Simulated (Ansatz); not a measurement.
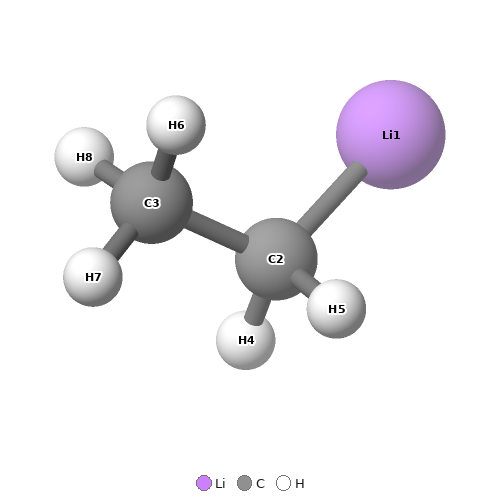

The system is C₂H₅Li, SMILES [Li][CH2]C; the picture shows the reference structure. The first coordinate is: bond length Li1–C2; the second: angle H4–C2–Li1. Nothing is relaxed (all other coordinates rigid). Grid: 7 × 7 points. Energies: kJ/mol, counted from the lowest grid point. The calculation used RKS wB97X-V/def2-TZVP in Ansatz.

Its coordinates:

```xyz
8

Li   -1.6493    1.6092   -0.4968
C    -0.1757    0.2853   -0.6494
C     0.3064   -0.4039    0.6422
H    -0.4698   -0.4974   -1.3682
H     0.6929    0.7688   -1.1265
H     0.6741    0.3217    1.3796
H     1.1239   -1.1245    0.4838
H    -0.5024   -0.9591    1.1353
```

Range: bond length Li1–C2 from 1.709 to 2.782 Å; angle H4–C2–Li1 from 74.0 to 144.0°.

What will the energy surface look like?

Answer. The lowest grid point is at bond length Li1–C2 = 2.066 Å, angle H4–C2–Li1 = 109.0°. It is the only kind of minimum in the scanned range. The highest grid point, bond length Li1–C2 = 2.782 Å, angle H4–C2–Li1 = 144.0°, lies 186 kJ/mol above the lowest. Round the minimum the two coordinates are weakly coupled (coupling 0.09 in units of the two stiffnesses).

```csv
"angle H4–C2–Li1 ↓, bond length Li1–C2 →",1.709,1.888,2.066,2.245,2.424,2.603,2.782
144.0,100,75,79,99,126,156,186
132.3,60,32,34,52,78,107,137
120.6,40,8,8,25,49,77,106
109.0,35,2,0,15,37,64,91
97.3,44,9,6,19,40,65,91
85.6,63,28,24,36,55,78,103
74.0,90,56,51,62,79,100,122
```

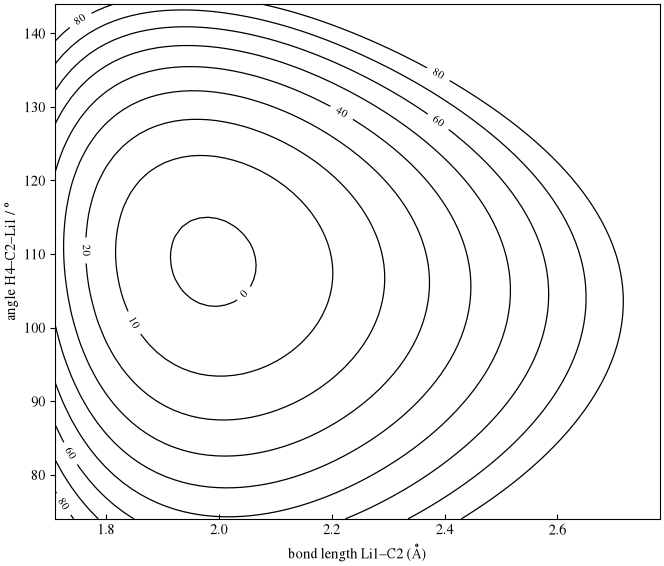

The picture shows contour lines labelled in kJ/mol (none above 80). Between grid points the surface is interpolated.

The whole map (49 points run) took 8.3 min on 1 thread of Arm Neoverse V2, with other jobs on the host.
